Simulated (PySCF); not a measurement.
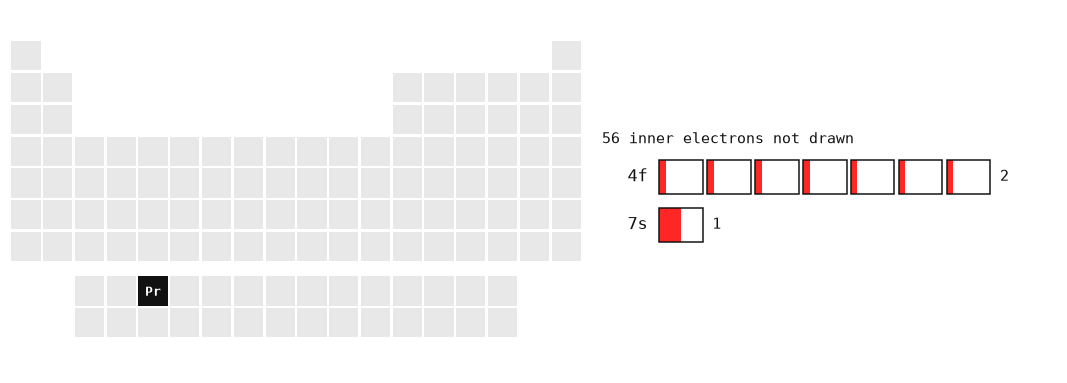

*Left, the place of praseodymium in the periodic table; right, the outer shells of the nominal configuration: a box for each of the 2l + 1 orbitals, shaded by the share of the shell that is filled, with the electron count at the right.*

Atomic calculation for Pr

System: Pr, configuration 1s2 2s2 2p6 3s2 3p6 3d10 4s2 4p6 4d10 4f2 5s2 5p6 6s2 7s1, multiplicity 4.
Method: unrestricted CCSD(T), cc-pVDZ-X2C, spin-free X2C-1e, Gaussian nucleus (PySCF).

## Input file
```python
from pyscf import gto, scf, dft, mp, cc
import basis_set_exchange as bse
mol = gto.M(atom="Pr 0 0 0", charge=0, spin=3, symmetry="D2h",
            basis=gto.basis.parse(bse.get_basis("cc-pVDZ-X2C", elements=["Pr"], fmt="nwchem")),
            nucmod="G")
mf = scf.UHF(mol).sfx2c1e()
mf.irrep_nelec = {'Ag': (11, 10), 'B1g': (2, 2), 'B2g': (2, 2), 'B3g': (2, 2), 'B1u': (4, 4), 'B2u': (6, 4), 'B3u': (4, 4)}
mf.kernel()
mycc = cc.CCSD(mf, frozen=23).run()
mycc.ccsd_t()
```

The script is an equivalent of what the driver set up; the driver started from orbitals of its own, so the log can be shorter than this script's would be, and it computed the properties (radii, ⟨L²⟩, response) afterwards. It held the occupations shell by shell, which the script's counts by irreducible representation don't always enforce.

Hardware: 1 CPU thread, shared host.

## Log (extracts)
```
CC2 = 0
CCSD nocc = (np.int64(8), np.int64(5)), nmo = (61, 61)
frozen orbitals [[0, 1, 2, 3, 4, 5, 6, 7, 8, 9, 10, 11, 12, 13, 14, 15, 16, 17, 18, 19, 20, 21, 22], [0, 1, 2, 3, 4, 5, 6, 7, 8, 9, 10, 11, 12, 13, 14, 15, 16, 17, 18, 19, 20, 21, 22]]
max_cycle = 100
direct = 0
conv_tol = 1e-08
conv_tol_normt = 1e-06
diis_space = 8
diis_start_cycle = 0
Init t2, MP2 energy = -0.286479595265558
Init E_corr(UCCSD) = -0.286479594798184
cycle = 1  E_corr(UCCSD) = -0.292520258258617  dE = -0.00604066346  norm(t1,t2) = 0.48402
cycle = 2  E_corr(UCCSD) = -0.295901028366424  dE = -0.00338077011  norm(t1,t2) = 34.1828
cycle = 3  E_corr(UCCSD) = -0.296690144589292  dE = -0.000789116223  norm(t1,t2) = 2488.65
cycle = 4  E_corr(UCCSD) = -0.298727828835221  dE = -0.00203768425  norm(t1,t2) = 3.31574
cycle = 5  E_corr(UCCSD) = -0.299811845710719  dE = -0.00108401688  norm(t1,t2) = 3.12298
cycle = 6  E_corr(UCCSD) = -0.301334431108621  dE = -0.0015225854  norm(t1,t2) = 1.37868
cycle = 7  E_corr(UCCSD) = -0.301427468640211  dE = -9.30375316e-05  norm(t1,t2) = 1.75742
cycle = 8  E_corr(UCCSD) = -0.302615338302777  dE = -0.00118786966  norm(t1,t2) = 1.56949
cycle = 9  E_corr(UCCSD) = -0.30264987395678  dE = -3.4535654e-05  norm(t1,t2) = 0.185502
cycle = 10  E_corr(UCCSD) = -0.303405177638293  dE = -0.000755303682  norm(t1,t2) = 0.143937
cycle = 11  E_corr(UCCSD) = -0.302937767425021  dE = 0.000467410213  norm(t1,t2) = 1.13847
cycle = 12  E_corr(UCCSD) = -0.302752894155244  dE = 0.00018487327  norm(t1,t2) = 0.515184
cycle = 13  E_corr(UCCSD) = -0.30141635577937  dE = 0.00133653838  norm(t1,t2) = 0.616075
cycle = 14  E_corr(UCCSD) = -0.301408923738366  dE = 7.432041e-06  norm(t1,t2) = 0.0575065
cycle = 15  E_corr(UCCSD) = -0.301653323062994  dE = -0.000244399325  norm(t1,t2) = 0.193419
cycle = 16  E_corr(UCCSD) = -0.301826502200927  dE = -0.000173179138  norm(t1,t2) = 0.413563
cycle = 17  E_corr(UCCSD) = -0.301910351622438  dE = -8.38494215e-05  norm(t1,t2) = 0.0559621
cycle = 18  E_corr(UCCSD) = -0.302104811081524  dE = -0.000194459459  norm(t1,t2) = 0.104534
cycle = 19  E_corr(UCCSD) = -0.300810817671507  dE = 0.00129399341  norm(t1,t2) = 0.0500181
cycle = 20  E_corr(UCCSD) = -0.300214531492606  dE = 0.000596286179  norm(t1,t2) = 0.0454495
cycle = 21  E_corr(UCCSD) = -0.300258548685259  dE = -4.40171927e-05  norm(t1,t2) = 0.227856
cycle = 22  E_corr(UCCSD) = -0.296977901579909  dE = 0.00328064711  norm(t1,t2) = 0.317838
cycle = 23  E_corr(UCCSD) = -0.297546233109016  dE = -0.000568331529  norm(t1,t2) = 0.0731565
cycle = 24  E_corr(UCCSD) = -0.297709778481511  dE = -0.000163545372  norm(t1,t2) = 0.127492
cycle = 25  E_corr(UCCSD) = -0.297552452953409  dE = 0.000157325528  norm(t1,t2) = 0.29576
cycle = 26  E_corr(UCCSD) = -0.296335642134279  dE = 0.00121681082  norm(t1,t2) = 0.125457
cycle = 27  E_corr(UCCSD) = -0.295880156026192  dE = 0.000455486108  norm(t1,t2) = 0.398645
cycle = 28  E_corr(UCCSD) = -0.297682328827222  dE = -0.0018021728  norm(t1,t2) = 0.11112
cycle = 29  E_corr(UCCSD) = -0.298035883636497  dE = -0.000353554809  norm(t1,t2) = 0.036165
cycle = 30  E_corr(UCCSD) = -0.297962815987864  dE = 7.30676486e-05  norm(t1,t2) = 0.132674
cycle = 31  E_corr(UCCSD) = -0.297081426475684  dE = 0.000881389512  norm(t1,t2) = 0.177233
cycle = 32  E_corr(UCCSD) = -0.296988928654861  dE = 9.24978208e-05  norm(t1,t2) = 0.0653059
cycle = 33  E_corr(UCCSD) = -0.2970775436648  dE = -8.86150099e-05  norm(t1,t2) = 0.0654898
cycle = 34  E_corr(UCCSD) = -0.296953908771946  dE = 0.000123634893  norm(t1,t2) = 0.0782308
cycle = 35  E_corr(UCCSD) = -0.297651447308361  dE = -0.000697538536  norm(t1,t2) = 0.0876022
cycle = 36  E_corr(UCCSD) = -0.298183893027571  dE = -0.000532445719  norm(t1,t2) = 0.260913
cycle = 37  E_corr(UCCSD) = -0.298134721431375  dE = 4.91715962e-05  norm(t1,t2) = 0.0565843
cycle = 38  E_corr(UCCSD) = -0.299031082527801  dE = -0.000896361096  norm(t1,t2) = 0.099854
cycle = 39  E_corr(UCCSD) = -0.29879418725472  dE = 0.000236895273  norm(t1,t2) = 0.358362
cycle = 40  E_corr(UCCSD) = -0.298236818563168  dE = 0.000557368692  norm(t1,t2) = 0.463528
cycle = 41  E_corr(UCCSD) = -0.297947314259645  dE = 0.000289504304  norm(t1,t2) = 0.103709
cycle = 42  E_corr(UCCSD) = -0.296734885741861  dE = 0.00121242852  norm(t1,t2) = 0.124096
cycle = 43  E_corr(UCCSD) = -0.297752109587433  dE = -0.00101722385  norm(t1,t2) = 0.297799
cycle = 44  E_corr(UCCSD) = -0.297689743663114  dE = 6.23659243e-05  norm(t1,t2) = 0.062482
cycle = 45  E_corr(UCCSD) = -0.297509619244231  dE = 0.000180124419  norm(t1,t2) = 0.13133
cycle = 46  E_corr(UCCSD) = -0.297717521339119  dE = -0.000207902095  norm(t1,t2) = 0.108621
cycle = 47  E_corr(UCCSD) = -0.294660325154013  dE = 0.00305719619  norm(t1,t2) = 0.148613
cycle = 48  E_corr(UCCSD) = -0.294618399892636  dE = 4.19252614e-05  norm(t1,t2) = 0.21351
cycle = 49  E_corr(UCCSD) = -0.295926259391063  dE = -0.0013078595  norm(t1,t2) = 0.26956
cycle = 50  E_corr(UCCSD) = -0.294691697949594  dE = 0.00123456144  norm(t1,t2) = 0.292967
cycle = 51  E_corr(UCCSD) = -0.294429319811781  dE = 0.000262378138  norm(t1,t2) = 0.159248
cycle = 52  E_corr(UCCSD) = -0.295231489575309  dE = -0.000802169764  norm(t1,t2) = 0.677938
cycle = 53  E_corr(UCCSD) = -0.294835356467176  dE = 0.000396133108  norm(t1,t2) = 0.230704
cycle = 54  E_corr(UCCSD) = -0.295685287794916  dE = -0.000849931328  norm(t1,t2) = 0.555249
cycle = 55  E_corr(UCCSD) = -0.2953824273706  dE = 0.000302860424  norm(t1,t2) = 0.352586
cycle = 56  E_corr(UCCSD) = -0.294715258200419  dE = 0.00066716917  norm(t1,t2) = 0.266059
cycle = 57  E_corr(UCCSD) = -0.294614024048284  dE = 0.000101234152  norm(t1,t2) = 0.119807
cycle = 58  E_corr(UCCSD) = -0.294517446325255  dE = 9.6577723e-05  norm(t1,t2) = 0.181017
cycle = 59  E_corr(UCCSD) = -0.294367962017701  dE = 0.000149484308  norm(t1,t2) = 0.0633115
cycle = 60  E_corr(UCCSD) = -0.294523065127559  dE = -0.00015510311  norm(t1,t2) = 0.259871
cycle = 61  E_corr(UCCSD) = -0.294487761555463  dE = 3.53035721e-05  norm(t1,t2) = 0.677519
cycle = 62  E_corr(UCCSD) = -0.294504827866576  dE = -1.70663111e-05  norm(t1,t2) = 0.139503
cycle = 63  E_corr(UCCSD) = -0.294529862746049  dE = -2.50348795e-05  norm(t1,t2) = 0.42021
cycle = 64  E_corr(UCCSD) = -0.294378651188635  dE = 0.000151211557  norm(t1,t2) = 0.151952
cycle = 65  E_corr(UCCSD) = -0.294466381297575  dE = -8.77301089e-05  norm(t1,t2) = 0.188083
cycle = 66  E_corr(UCCSD) = -0.294589152049317  dE = -0.000122770752  norm(t1,t2) = 0.176879
cycle = 67  E_corr(UCCSD) = -0.295078139858415  dE = -0.000488987809  norm(t1,t2) = 0.453055
cycle = 68  E_corr(UCCSD) = -0.295237842424216  dE = -0.000159702566  norm(t1,t2) = 0.192316
cycle = 69  E_corr(UCCSD) = -0.294799107028673  dE = 0.000438735396  norm(t1,t2) = 1.93449
cycle = 70  E_corr(UCCSD) = -0.294813845402496  dE = -1.47383738e-05  norm(t1,t2) = 0.265267
cycle = 71  E_corr(UCCSD) = -0.294806366349535  dE = 7.47905296e-06  norm(t1,t2) = 0.135384
cycle = 72  E_corr(UCCSD) = -0.294787282086009  dE = 1.90842635e-05  norm(t1,t2) = 0.318027
cycle = 73  E_corr(UCCSD) = -0.294793048683691  dE = -5.76659768e-06  norm(t1,t2) = 0.19358
cycle = 74  E_corr(UCCSD) = -0.294862542086841  dE = -6.94934032e-05  norm(t1,t2) = 0.151806
cycle = 75  E_corr(UCCSD) = -0.29488203080902  dE = -1.94887222e-05  norm(t1,t2) = 0.134668
cycle = 76  E_corr(UCCSD) = -0.29495041901184  dE = -6.83882028e-05  norm(t1,t2) = 0.211973
cycle = 77  E_corr(UCCSD) = -0.294819313449487  dE = 0.000131105562  norm(t1,t2) = 0.159309
cycle = 78  E_corr(UCCSD) = -0.295004436775953  dE = -0.000185123326  norm(t1,t2) = 1.96671
cycle = 79  E_corr(UCCSD) = -0.295014727579827  dE = -1.02908039e-05  norm(t1,t2) = 0.749693
cycle = 80  E_corr(UCCSD) = -0.295013246676367  dE = 1.48090346e-06  norm(t1,t2) = 0.423549
cycle = 81  E_corr(UCCSD) = -0.294953899934733  dE = 5.93467416e-05  norm(t1,t2) = 0.879837
cycle = 82  E_corr(UCCSD) = -0.295040824745278  dE = -8.69248105e-05  norm(t1,t2) = 0.0920255
cycle = 83  E_corr(UCCSD) = -0.295034698855329  dE = 6.12588995e-06  norm(t1,t2) = 0.968332
cycle = 84  E_corr(UCCSD) = -0.295030138456316  dE = 4.56039901e-06  norm(t1,t2) = 0.229644
cycle = 85  E_corr(UCCSD) = -0.295012241482631  dE = 1.78969737e-05  norm(t1,t2) = 0.156132
cycle = 86  E_corr(UCCSD) = -0.294977916244959  dE = 3.43252377e-05  norm(t1,t2) = 0.152726
cycle = 87  E_corr(UCCSD) = -0.295047231444231  dE = -6.93151993e-05  norm(t1,t2) = 2.69157
cycle = 88  E_corr(UCCSD) = -0.295054331491718  dE = -7.10004749e-06  norm(t1,t2) = 0.534485
cycle = 89  E_corr(UCCSD) = -0.29505753647743  dE = -3.20498571e-06  norm(t1,t2) = 0.251525
cycle = 90  E_corr(UCCSD) = -0.295162782913099  dE = -0.000105246436  norm(t1,t2) = 0.934287
cycle = 91  E_corr(UCCSD) = -0.2951357245861  dE = 2.7058327e-05  norm(t1,t2) = 0.271236
cycle = 92  E_corr(UCCSD) = -0.295162080710038  dE = -2.63561239e-05  norm(t1,t2) = 1.13351
cycle = 93  E_corr(UCCSD) = -0.295162338824868  dE = -2.58114829e-07  norm(t1,t2) = 0.365835
cycle = 94  E_corr(
```

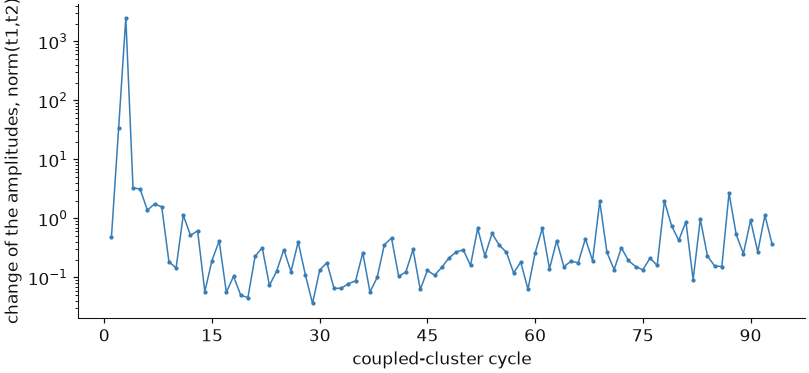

*Convergence: change of the amplitudes, norm(t1,t2) against the coupled-cluster cycle.*

The residual wanders between about 0.09 and 2.7 over the last 15 steps, with no lasting fall. It goes from 0.48 to 0.37 in 93 steps.

## Outcome

```
        quantity                   value
         outcome           not converged
CCSD correlation       −0.295163 hartree
   T1 diagnostic                   0.024
        CPU time  55 s (integrals apart)
```

## Diagnosis

The run did not meet its convergence test, so its last values are not results. This is not the ground configuration of the species. ⟨L²⟩ departs from that of the intended term, so the determinant mixes terms. Caveats: largest double amplitude above 0.15.
